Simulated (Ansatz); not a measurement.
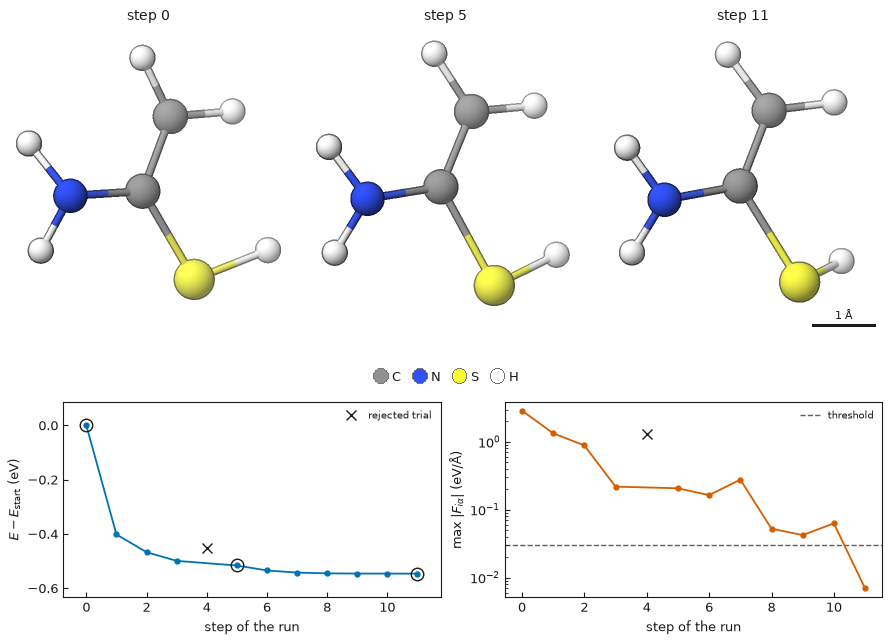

Frames of a relaxation of C2H5NS (coarse preliminary run), marked on the history of the run. The picture is a ball-and-stick view, seen from a free direction.

The start comes from a force field.

The calculation used Ansatz 0.2.0, RKS PBE-D4/def2-SVP. (force threshold 0.03 eV/Å; at most 200 steps)

> Describe the path.

The largest move after the best rigid fit is that of an H atom, 0.45 Å. By element the largest moves are H 0.45 Å, S 0.40 Å, C 0.12 Å, N 0.10 Å. Near-neighbour distances that change, for instance: C–S 1.684 → 1.797 Å, H–N 1.081 → 1.023 Å, C–H 1.133 → 1.097 Å, C–H 1.071 → 1.101 Å. Among the angles between lasting bonds that change: N–C–S 120.5° → 110.3°, C–S–H 103.6° → 95.5°, C–C–N 120.1° → 125.9°. Groups turn about C–S by about 40°, C–N by about 20°. Over 10 accepted moves (11 points after the start) the energy falls by 0.546 eV. The largest force component goes from 2.9 to 0.0069 eV/Å. The line search rejected the trial step at point 4 of the run. From step 0 to 5: the S atom moves most (0.22 Å), energy −0.516 eV. From step 5 to 11: an H atom moves most (0.27 Å), energy −0.030 eV.
